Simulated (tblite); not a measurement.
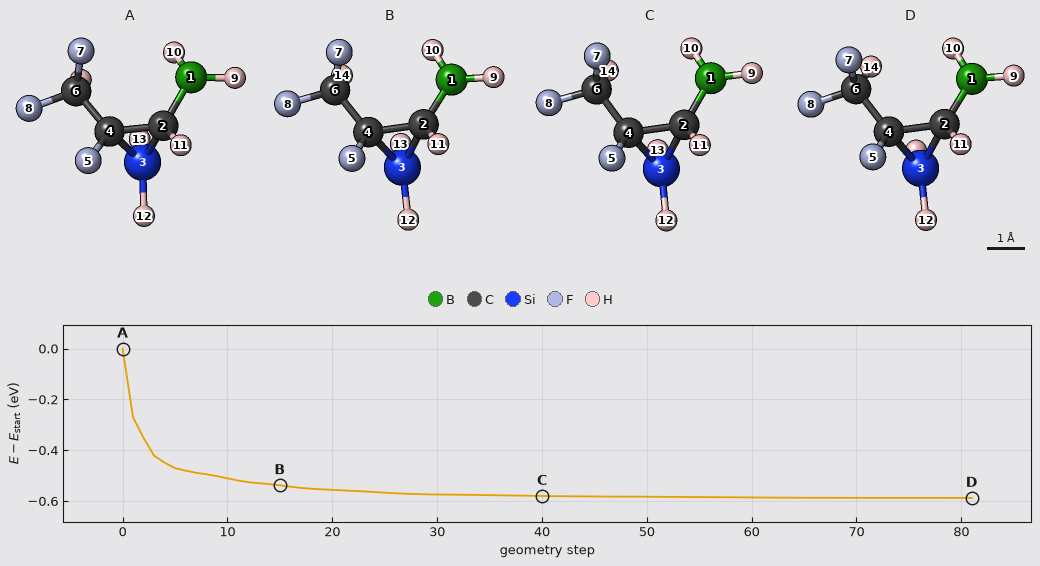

Frames of a relaxation of C₃H₆BF₃Si, marked on the history of the run. The picture is a ball-and-stick view, seen face on.

Computed with GFN2-xTB geometry optimisation, gas phase (tblite). 

> What happens along the run?

The atom that moves furthest after the best rigid fit is H14 (0.56 Å). Largest moves by element: H 0.56 Å, F 0.51 Å, B 0.19 Å, Si 0.18 Å, C 0.14 Å. Near-neighbour distances that change, for instance: C2–Si3 1.849 → 1.931 Å, B1–C2 1.589 → 1.526 Å, C2–C4 1.480 → 1.535 Å, Si3–C4 1.843 → 1.893 Å. Bond angles that change, for instance: Si3–C4–C6 115.2° → 123.0°, Si3–C2–H11 118.3° → 110.7°, H9–B1–H10 113.2° → 119.5°. Groups turn about C4–C6 by about 30°. Over 81 geometry steps the energy falls by 0.587 eV. Cost: 0.83 s on 1 thread of Arm Neoverse N1, with other jobs on the host. From step 0 to 15: H atoms move most (0.16 Å), energy −0.538 eV. From step 15 to 40: H14 moves most (0.23 Å), energy −0.042 eV. From step 40 to 81: F7 moves most (0.27 Å), energy −0.008 eV.

| step | E − E(0), eV |
| --- | --- |
| 0 | 0.0000 |
| 1 | -0.2711 |
| 2 | -0.3512 |
| 3 | -0.4212 |
| 4 | -0.4484 |
| 5 | -0.4701 |
| 6 | -0.4799 |
| 7 | -0.4883 |
| 8 | -0.4943 |
| 9 | -0.5017 |
| 10 | -0.5101 |
| 14 | -0.5329 |
| 17 | -0.5481 |
| 21 | -0.5577 |
| 25 | -0.5669 |
| 29 | -0.5733 |
| 32 | -0.5748 |
| 36 | -0.5773 |
| 40 | -0.5798 |
| 44 | -0.5814 |
| 47 | -0.5821 |
| 51 | -0.5829 |
| 55 | -0.5839 |
| 59 | -0.5852 |
| 62 | -0.5861 |
| 66 | -0.5868 |
| 70 | -0.5870 |
| 74 | -0.5871 |
| 77 | -0.5873 |
| 81 | -0.5875 |
